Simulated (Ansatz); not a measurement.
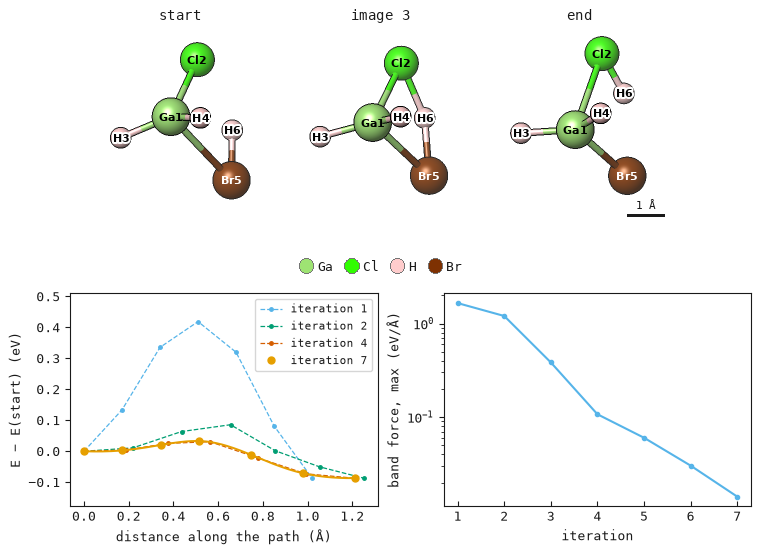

A search for the minimum-energy path of GaH3BrCl by the nudged elastic band. Images are numbered from 0 (start) to 6 (end). The plot follows the band through its iterations. A ball-and-stick model, seen from a free direction.

Computed with RKS revPBE-D4/def2-SVP in Ansatz 0.2.0. Settings: 5 movable images; climbing image; force threshold 0.03 eV/Å; iteration limit 60; starting path by straight interpolation.

### Did the band converge, and can the barrier be trusted?

The run is converged, with reservations. The band converged in 7 iterations. The largest component of the band force went from 1.7 to 0.014 eV/Å. The climbing image converged on the top of the path. Its curvatures weren't checked. The straight starting path can push atoms close together and costs iterations. The first iteration put the highest image at 0.419 eV. The energy climbs by 0.033 eV to image 3 and then falls by 0.120 eV, so the end point sits at −0.087 eV.

The run took 93 s on 2 threads of Intel(R) Xeon(R) Platinum 8259CL CPU @ 2.50GHz (Skylake/Cascade Lake), with other jobs on the host, peak memory 0.17 GiB.
